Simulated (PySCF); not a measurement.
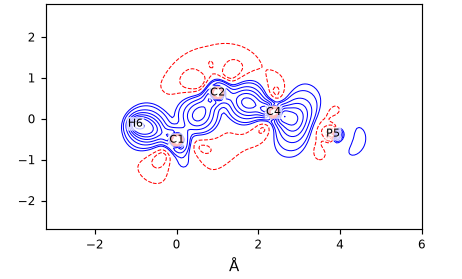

Figure. C₃H₄FP, SMILES `CC(F)C#P`. Deformation density (molecule less spherical, spin-averaged free atoms) in the plane of C1, C2, C4, P5 and H6; contours at ±0.05 to ±0.8 e/Å³; solid blue lines: gain, dashed red lines: loss.

PySCF calculation, PBE/6-311G**, gas phase; geometry: GFN2-xTB. No frequency check shows the geometry to be a minimum. GFN2-xTB bond lengths at metals and heavier atoms can be off by up to 0.1 Å and shapes distorted, which carries into these values.

> Describe the bonding that the map shows.

C1–H6: +0.66 e/Å³ at the bond critical point (bond length 1.09 Å, Mayer order 1.0). C2–C4: +0.54 e/Å³ at the bond critical point (bond length 1.45 Å, Mayer order 1.0). C1–C2: +0.44 e/Å³ at the bond critical point (bond length 1.53 Å, Mayer order 1.0). C4–P5: +0.18 e/Å³ at the bond critical point (bond length 1.55 Å, Mayer order 2.8). In all, 1.9 electrons gather in the regions of gain relative to the promolecule.

> Where do the Hirshfeld charges lie?

The highest Hirshfeld charge is on C2 (+0.07 e), the lowest on C1 (−0.11 e).

```tsv
atom	charge (e)
C1	−0.11
C2	+0.07
F3	−0.10
C4	−0.10
P5	+0.05
H6	+0.05
H7	+0.04
H8	+0.05
H9	+0.05
```
